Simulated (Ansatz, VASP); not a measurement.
# Cross-check of BaTiO3 between VASP and Ansatz, part 2 of 3

One calculation is typed for both programs; each brings its own data sets and cutoff. How far apart do they land?  The cell comes out of the VASP series on this material, whose earlier steps may have relaxed, scaled or displaced it; both programs get it as it stands.

VASP 6.6.1 and Ansatz 0.2.0.

So far. Step 2 (Ansatz: single point, r2SCAN): The run ends at a pressure of -1.83 GPa, with forces up to 0.16 eV/Å. Step 3 (VASP: single point, r2SCAN): The run ends at a pressure of 0.04 GPa, with forces up to 0.0082 eV/Å.

## (6) VASP: band structure, r2SCAN

Level of this step: r2SCAN, no spin polarisation; plane waves and PAW (Ba_sv, Ti_sv, O) (VASP).

Levels along a path test the potential and the projectors away from the mesh points.

Input file INCAR:

```
SYSTEM = BaTiO3
PREC = Accurate
ENCUT = 520
EDIFF = 1E-06
NELM = 100
ISMEAR = 0
SIGMA = 0.05
LREAL = .FALSE.
ALGO = Normal
METAGGA = R2SCAN
LASPH = .TRUE.
NBANDS = 35
LORBIT = 11
LWAVE = .FALSE.
LCHARG = .FALSE.
KPAR = 4
```

Input file POSCAR:

```
BaTiO3
1.0
    3.9873869246      0.0000000000      0.0000000000
    0.0000000000      3.9873869246      0.0000000000
    0.0000000000      0.0000000000      4.1187101708
Ba Ti O
1 1 3
Direct
    0.0000000000      0.0000000000      0.0066704939
    0.5000000000      0.5000000000      0.5251820461
    0.5000000000      0.5000000000      0.9706868149
    0.5000000000      0.0000000000      0.4872303225
    0.0000000000      0.5000000000      0.4872303225
```

Input file KPOINTS:

```
Automatic mesh
0
Gamma
5 5 5
0 0 0
```

Input file KPOINTS_OPT:

```
Line mode
16
Line-mode
Reciprocal
  0.00000000   0.00000000   0.00000000 GAMMA
  0.00000000   0.50000000   0.00000000 X

  0.00000000   0.50000000   0.00000000 X
  0.50000000   0.50000000   0.00000000 M

  0.50000000   0.50000000   0.00000000 M
  0.00000000   0.00000000   0.00000000 GAMMA

  0.00000000   0.00000000   0.00000000 GAMMA
  0.00000000   0.00000000   0.50000000 Z

  0.00000000   0.00000000   0.50000000 Z
  0.00000000   0.50000000   0.50000000 R

  0.00000000   0.50000000   0.50000000 R
  0.50000000   0.50000000   0.50000000 A

  0.50000000   0.50000000   0.50000000 A
  0.00000000   0.00000000   0.50000000 Z

  0.00000000   0.50000000   0.00000000 X
  0.00000000   0.50000000   0.50000000 R

  0.50000000   0.50000000   0.00000000 M
  0.50000000   0.50000000   0.50000000 A
```

PAW data sets: Ba_sv, Ti_sv and O (PBE family, release 64).

Launch:

```console
mpirun -np 4 vasp_std
```

Numbers of over 12 decimals in the logs are rounded to 6 here.

Output:

```text
[banner, memory and clock lines left out]
running    4 mpi-ranks, on    1 nodes
[...]
[... a notice as in an earlier step ...]

 LDA part: xc-table for (None), standard interpolation
 POSCAR, INCAR and KPOINTS ok, starting setup
[...]
entering main loop
       N       E                     dE             d eps       ncg     rms          rms(c)
DAV:   1     0.371215649372E+03    0.37122E+03   -0.20283E+04  1260   0.127E+03
DAV:   2    -0.530386403047E+02   -0.42425E+03   -0.39384E+03  1379   0.362E+02
DAV:   3    -0.950168433182E+02   -0.41978E+02   -0.41316E+02  1795   0.112E+02
DAV:   4    -0.970126907194E+02   -0.19958E+01   -0.19832E+01  1885   0.200E+01
[...]
DAV:  14    -0.742643296518E+02    0.23673E-05   -0.44999E-05  1583   0.472E-02    0.820E-03
DAV:  15    -0.742643277347E+02    0.19172E-05   -0.75235E-06  1617   0.159E-02    0.506E-03
DAV:  16    -0.742643278854E+02   -0.15070E-06   -0.12886E-06   966   0.920E-03
   1 F= -.74264328E+02 E0= -.74264328E+02  d E =-.146586E-17
 Start KPOINTS_OPT (optional k-point list driver)
k-point batch [1-18\144]
       N       E                     dE             ncg
DAV:   1     0.133668600298E+03   -0.88229E+04     1260
DAV:   2    -0.707789864975E+04   -0.72116E+04     1383
DAV:   3    -0.779714355832E+04   -0.71924E+03     1716
DAV:   4    -0.782908186877E+04   -0.31938E+02     1840
[...]
DAV:   8    -0.782980392739E+04   -0.26460E-04     1380
DAV:   9    -0.782980392865E+04   -0.12626E-05     1248
DAV:  10    -0.782980392872E+04   -0.64342E-07     1086
[...]
k-point batch [127-144\144]
       N       E                     dE             ncg
DAV:   1     0.235166417784E+03   -0.25405E+05     1260
DAV:   2    -0.717210415742E+04   -0.74073E+04     1348
DAV:   3    -0.796171068681E+04   -0.78961E+03     1881
DAV:   4    -0.799759822903E+04   -0.35888E+02     1691
DAV:   5    -0.799859365298E+04   -0.99542E+00     1689
DAV:   6    -0.799860600571E+04   -0.12353E-01     1651
DAV:   7    -0.799860630727E+04   -0.30156E-03     1694
DAV:   8    -0.799860631703E+04   -0.97559E-05     1213
DAV:   9    -0.799860631748E+04   -0.44650E-06     1154
```

Parts of OUTCAR (step 6):

```text
  Total        0.0146273      0.0146273      0.0176877      0.0000000     -0.0000000      0.0000000
  in kB        0.3578802      0.3578802      0.4327581      0.0000000     -0.0000000      0.0000000
  external PRESSURE =       0.3828395 kB  Pullay stress =       0.0000000 kB

 POSITION                                       TOTAL-FORCE (eV/Angst)
 -----------------------------------------------------------------------------------
      0.00000      0.00000      0.02747        -0.000000      0.000000      0.008196
      1.99369      1.99369      2.16307        -0.000000     -0.000000     -0.002165
      1.99369      1.99369      3.99798        -0.000000     -0.000000     -0.004248
      1.99369      0.00000      2.00676        -0.000000      0.000000     -0.000892
      0.00000      1.99369      2.00676         0.000000      0.000000     -0.000892
 -----------------------------------------------------------------------------------
    total drift:                                0.000000      0.000000      0.012883

  FREE ENERGIE OF THE ION-ELECTRON SYSTEM (eV)
  ---------------------------------------------------
  free  energy   TOTEN  =       -74.2643278854 eV

  energy  without entropy=      -74.2643278854  energy(sigma->0) =      -74.26432789

[... 1 part as in an earlier step ...]

[... 2 further parts left out ...]
[key lines of the parts left out:]
E-fermi :   3.6249
```

The run ends at a pressure of 0.04 GPa, with forces up to 0.0082 eV/Å.

## (7) Ansatz: band structure, r2SCAN

The same cell, functional, mesh and smearing now go to Ansatz, which takes its cutoff from its data sets.

The cell comes out of the VASP series on this material, whose earlier steps may have relaxed, scaled or displaced it; both programs get it as it stands.

Input file input.yaml:

```yaml
crystal:
  lattice:
    - [3.9873869246, 0.0, 0.0]
    - [0.0, 3.9873869246, 0.0]
    - [0.0, 0.0, 4.1187101708]
  atoms:
    - { symbol: Ba, position: [0.0, 0.0, 0.0066704939] }
    - { symbol: Ti, position: [0.5, 0.5, 0.5251820461] }
    - { symbol: O, position: [0.5, 0.5, 0.9706868149] }
    - { symbol: O, position: [0.5, 0.0, 0.4872303225] }
    - { symbol: O, position: [0.0, 0.5, 0.4872303225] }
hamiltonian:
  xc: r2scan
  pseudopotentials: { kind: paw }
kpoints:
  mp_grid: { grid: [5, 5, 5] }
  band_path:
    path:
      - [0.0, 0.0, 0.0]
      - [0.0, 0.13333, 0.0]
      - [0.0, 0.3, 0.0]
      - [0.0, 0.46667, 0.0]
      - [0.1, 0.5, 0.0]
      - [0.26667, 0.5, 0.0]
      - [0.43333, 0.5, 0.0]
      - [0.43333, 0.43333, 0.0]
      - [0.26667, 0.26667, 0.0]
      - [0.1, 0.1, 0.0]
      - [0.0, 0.0, 0.03333]
      - [0.0, 0.0, 0.2]
      - [0.0, 0.0, 0.36667]
      - [0.0, 0.0, 0.5]
      - [0.0, 0.16667, 0.5]
      - [0.0, 0.3, 0.5]
      - [0.0, 0.46667, 0.5]
      - [0.1, 0.5, 0.5]
      - [0.26667, 0.5, 0.5]
      - [0.43333, 0.5, 0.5]
      - [0.5, 0.5, 0.5]
      - [0.43333, 0.43333, 0.5]
      - [0.26667, 0.26667, 0.5]
      - [0.1, 0.1, 0.5]
      - [0.0, 0.5, 0.03333]
      - [0.0, 0.5, 0.2]
      - [0.0, 0.5, 0.36667]
      - [0.5, 0.5, 0.0]
      - [0.5, 0.5, 0.16667]
      - [0.5, 0.5, 0.33333]
      - [0.5, 0.5, 0.5]
    npoints: 1
scf:
  occupations: { method: gaussian, width: 0.05 }
  n_extra_bands: 8
output:
  forces: true
  stress: true
  eigenvalues: true
```

Launch:

```console
ansatz run input.yaml --threads 2 --pin off --max-ram 4608MiB --backend cpu --events-out ev --progress --plain --runs-dir out
```

Output:

```text
[...]
Crystal: 5 atoms, lattice volume = 65.484 Å³
Basis set: ecut = 500 eV, 1663 PW (Γ), exchange–correlation on 120×120×128 points (64 copies of the dense FFT grid, shifted against one another)
Bands: 28, of which v1, the nominal top of the filled ones, is band 20 counted from 1 (19 counted from 0)
Symmetry: 8 space group operations
[...]
k-point 0: bands = [... 16 lower, 8.5514, 9.1976, 9.3939, 9.3939, 12.0484, 12.4853, 12.4853, 14.2072, ... 4 higher]
  k-point 1: bands = [... 16 lower, 8.3076, 8.6393, 9.3017, 9.3017, 12.0835, 12.9210, 12.9210, 14.2042, ... 4 higher]
  k-point 2: bands = [... 16 lower, 7.9634, 7.9702, 9.1523, 9.1523, 12.1419, 13.5799, 13.5799, 14.2033, ... 4 higher]
  k-point 17: bands = [... 16 lower, 7.3024, 9.3105, 9.3837, 9.6612, 14.1254, 14.1322, 14.2005, 16.8168, ... 4 higher]
[key lines of the parts left out:]
SCF converged after 9 iterations
Free energy (F): -10183.822631 eV
Fermi energy:    10.870415 eV
P = ⅓ Tr σ = -1.8345 GPa (-18.345 kbar)
```

It took 14 s on 2 threads of Arm Neoverse N1, shared host; peak memory 0.43 GiB; 27 s of CPU time.

## (8) Comparison

The two programs side by side:

```tsv
quantity	Ansatz	VASP	difference
pressure (GPa)	-1.83	0.04	-1.87
gap over the path points (eV)	2.195	2.178	+0.017
```

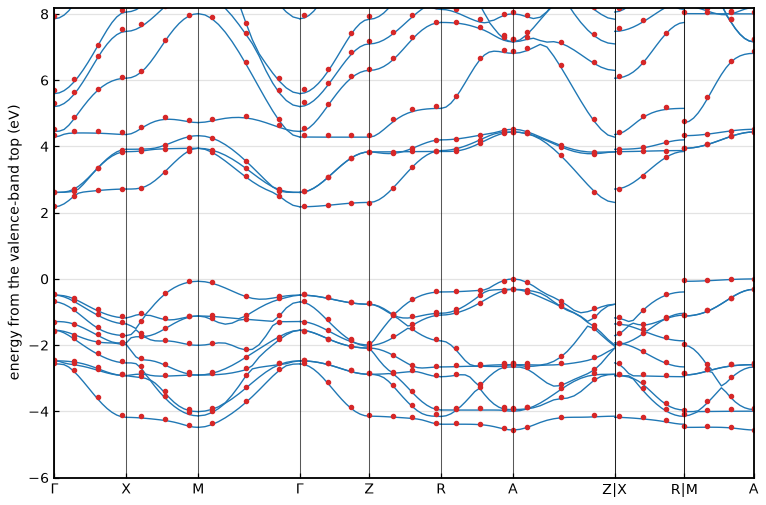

Bands from VASP (lines) and levels from Ansatz (dots). Dots without a line are higher empty bands that the VASP plot leaves out.

Levels at points of the path, from each program's valence-band top (eV; 4 filled, then empty):

```tsv
k (reciprocal lattice)	Ansatz	VASP
0.000 0.000 0.000	-1.30 -0.66 -0.46 -0.46 2.19 2.63 2.63	-1.29 -0.69 -0.49 -0.49 2.18 2.61 2.61
0.000 0.133 0.000	-1.37 -0.90 -0.64 -0.56 2.51 2.66 2.73	-1.36 -0.93 -0.67 -0.60 2.49 2.65 2.71
0.000 0.300 0.000	-1.68 -1.45 -1.06 -0.92 2.68 3.34 3.36	-1.70 -1.48 -1.09 -0.96 2.67 3.34 3.35
0.000 0.467 0.000	-1.92 -1.68 -1.31 -1.13 2.71 3.83 3.90	-1.93 -1.71 -1.35 -1.17 2.71 3.83 3.90
0.100 0.500 0.000	-1.72 -1.62 -1.27 -1.03 2.75 3.86 3.92	-1.75 -1.66 -1.29 -1.07 2.75 3.86 3.92
0.267 0.500 0.000	-1.84 -1.47 -1.19 -0.44 3.23 3.94 4.04	-1.87 -1.51 -1.22 -0.47 3.23 3.93 4.04
0.433 0.500 0.000	-1.95 -1.12 -1.11 -0.07 3.87 3.95 4.30	-1.98 -1.16 -1.15 -0.10 3.86 3.94 4.29
0.433 0.433 0.000	-1.93 -1.19 -1.10 -0.10 3.84 3.90 4.26	-1.96 -1.23 -1.13 -0.13 3.83 3.89 4.26
0.267 0.267 0.000	-2.10 -1.20 -1.09 -0.50 3.09 3.35 3.58	-2.15 -1.22 -1.12 -0.53 3.08 3.35 3.57
0.100 0.100 0.000	-1.30 -1.08 -0.58 -0.51 2.52 2.67 2.71	-1.29 -1.11 -0.61 -0.54 2.50 2.65 2.69
```

At this near-relaxed geometry the largest component of a force difference is 155 meV/Å. Among the levels compared (up to four filled and three empty ones at each point), filled levels agree within 56 meV and empty ones within 20 meV. Ansatz's pressure holds a Pulay correction of 0.06 GPa; VASP's holds none.

## (9) Further runs

The difference is large enough to ask for its cause, so further runs change the set-up of one program at a time, as the table lists.

```tsv
run	r.m.s. force difference (meV/Å)
as above	57
cores kept as stored, as VASP does	57
Ansatz's larger PAW set (cutoff 910 eV)	61
norm-conserving potentials (cutoff 1290 eV)	56
```

## (10) Ansatz: band structure, r2SCAN, spin-orbit coupling

The same path points are solved in both programs, so levels can be compared one by one.

The cell comes out of the VASP series on this material, whose earlier steps may have relaxed, scaled or displaced it; both programs get it as it stands.

Edit input.yaml of step 7 so:

```diff
@@ -13,5 +13,8 @@
   xc: r2scan
-  pseudopotentials: { kind: paw }
+  pseudopotentials: { kind: paw_fr }
+magnetization:
+  noncollinear: true
+  spin_orbit: true
 kpoints:
-  mp_grid: { grid: [5, 5, 5] }
+  mp_grid: { grid: [4, 4, 4] }
   band_path:
@@ -52,3 +55,3 @@
   occupations: { method: gaussian, width: 0.05 }
-  n_extra_bands: 8
+  n_extra_bands: 16
 output:
```

Output:

```text
[...]
non-collinear run that drives no moment, with spin-orbit: no starting moment large enough to seed its density (crystal.atoms[].spin), no starting occupations that ask for one, no magnetisation constraint and no magnetic field, so the semilocal B_xc is pinned to zero
Crystal: 5 atoms, lattice volume = 65.484 Å³
[...]
k-point 1: bands = [... 36 lower, 9.2332, 9.2332, 9.2857, 9.2857, 12.0951, 12.0951, 13.0919, 13.0919, ... 12 higher]
  k-point 2: bands = [... 36 lower, 9.1084, 9.1084, 9.1445, 9.1445, 12.1476, 12.1476, 13.6735, 13.6735, ... 12 higher]
  k-point 17: bands = [... 36 lower, 9.5411, 9.5411, 9.8517, 9.8517, 14.2868, 14.2868, 14.2953, 14.2953, ... 12 higher]
[key lines of the parts left out:]
SCF converged after 10 iterations
Magnetization: |M| = 0.0000 μB,  M = (+0.0000, +0.0000, +0.0000) μB
Free energy (F): -10169.535753 eV
Fermi energy:    10.947817 eV
P = ⅓ Tr σ = -1.8249 GPa (-18.249 kbar)
```

Wall time 73 s (2 threads); peak memory 0.79 GiB; 2.4 min of CPU time.

## (11) VASP: band structure, r2SCAN, spin-orbit coupling

The same cell, functional, mesh and smearing now go to VASP, with its own data sets and cutoff.

Edit INCAR of step 6 so:

```diff
@@ -11,3 +11,8 @@
 LASPH = .TRUE.
-NBANDS = 35
+LNONCOLLINEAR = .TRUE.
+MAGMOM = 0 0 0 0 0 0 0 0 0 0 0 0 0 0 0
+NBANDS = 52
+GGA_COMPAT = .FALSE.
+LSORBIT = .TRUE.
+LMAXMIX = 4
 LORBIT = 11
```

POSCAR is that of step 6.

Input file KPOINTS:

```
Automatic mesh
0
Gamma
4 4 4
0 0 0
```

KPOINTS_OPT is that of step 6.

Launch:

```console
mpirun -np 4 vasp_ncl
```

Output:

```text
[... set-up lines as in an earlier step ...]
 entering main loop
       N       E                     dE             d eps       ncg     rms          rms(c)
DAV:   1     0.466712066451E+03    0.46671E+03   -0.20306E+04  2496   0.170E+03
DAV:   2    -0.193895794012E+02   -0.48610E+03   -0.45882E+03  2740   0.491E+02
DAV:   3    -0.918162631868E+02   -0.72427E+02   -0.70798E+02  3384   0.184E+02
DAV:   4    -0.969912198900E+02   -0.51750E+01   -0.51592E+01  3840   0.449E+01
[...]
DAV:  15    -0.744458227225E+02   -0.38464E-05   -0.29065E-05  3832   0.712E-02    0.220E-02
DAV:  16    -0.744458182262E+02    0.44963E-05   -0.75464E-06  3336   0.315E-02    0.738E-03
DAV:  17    -0.744458177105E+02    0.51564E-06   -0.18347E-06  2580   0.133E-02
   1 F= -.74445818E+02 E0= -.74445818E+02  d E =-.235877E-19  mag=    -0.0000     0.0000     0.0000
 Start KPOINTS_OPT (optional k-point list driver)
k-point batch [1-24\144]
       N       E                     dE             ncg
DAV:   1     0.196301625906E+04   -0.10993E+05     2496
DAV:   2    -0.877876210607E+04   -0.10742E+05     2704
DAV:   3    -0.103468939539E+05   -0.15681E+04     3492
DAV:   4    -0.104760316607E+05   -0.12914E+03     3636
[...]
DAV:   8    -0.104831381996E+05   -0.68998E-04     3476
DAV:   9    -0.104831382017E+05   -0.20881E-05     2280
DAV:  10    -0.104831382019E+05   -0.16555E-06     1820
[...]
k-point batch [121-144\144]
       N       E                     dE             ncg
DAV:   1     0.200924419395E+04   -0.30177E+05     2496
DAV:   2    -0.887261877976E+04   -0.10882E+05     2692
DAV:   3    -0.105285863723E+05   -0.16560E+04     3736
DAV:   4    -0.106570162702E+05   -0.12843E+03     3468
[...]
DAV:   8    -0.106636362858E+05   -0.60349E-04     3352
DAV:   9    -0.106636362873E+05   -0.15078E-05     2200
DAV:  10    -0.106636362875E+05   -0.13684E-06     1848
```

[end of part 2 of 3]

[Lines on the potential files, build, host, timing and source positions are cut from VASP's logs without a mark.]

[Logs are printed without paths, hosts, clocks, repeated set-up lines and the standing remarks that a program may print on its own settings, such as how far it seeks lower states.]

[Hosts, paths, dates, database ids (printed as entryN), source tags and the programs' standing remarks are cut or masked in the printed files.]
